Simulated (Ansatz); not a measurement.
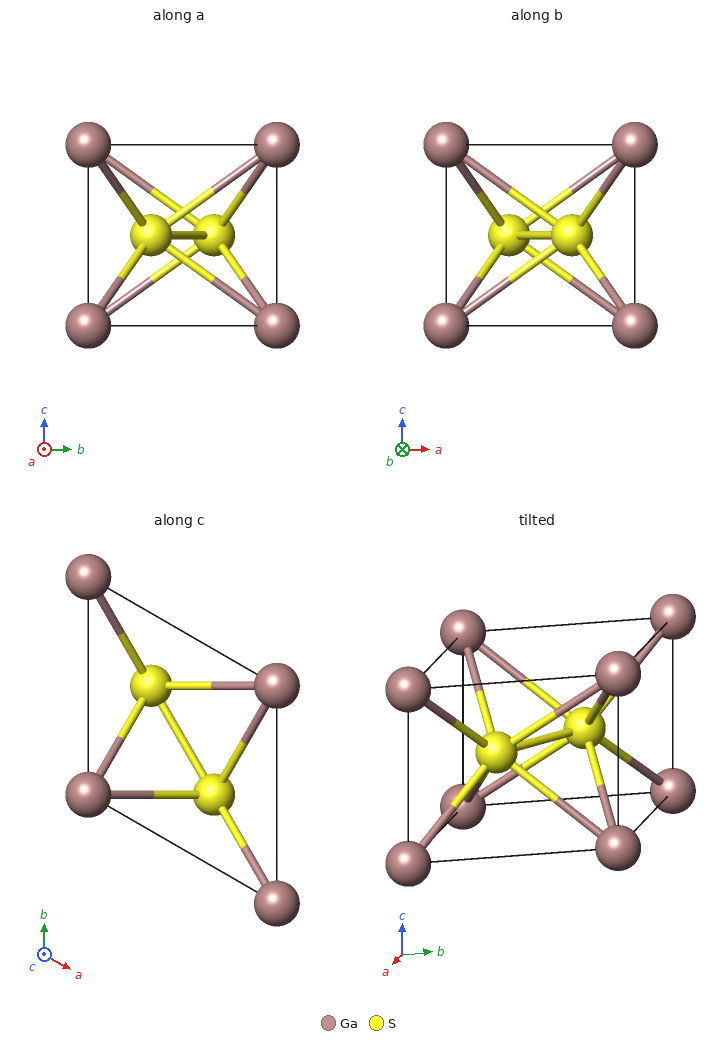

View along the a axis, along the b axis, along the c axis and slightly off an axis, drawn as a ball-and-stick model. Atoms at the boundary of the conventional unit cell (the box) are drawn once for each face, edge or corner they touch.

Lattice parameters: a = 4.330 Å, b = 4.330 Å, c = 3.600 Å, α = 90.00°, β = 90.00°, γ = 120.00°. Put a along x and b in the xy plane.

From the views, write a POSCAR file.

```
Ga S
1.0
     4.330    0.000    0.000
    -2.165    3.750    0.000
     0.000    0.000    3.600
Ga S
1 2
Direct
  0.0000 0.0000 0.0000
  0.3333 0.6667 0.5000
  0.6667 0.3333 0.5000
```

The initial geometry was a textbook structure type filled with these elements (whether it is the usual form wasn't checked). This is the structure after a relaxation with Ansatz 0.2.0, DFT PBE, scalar-relativistic, plane waves, PAW.
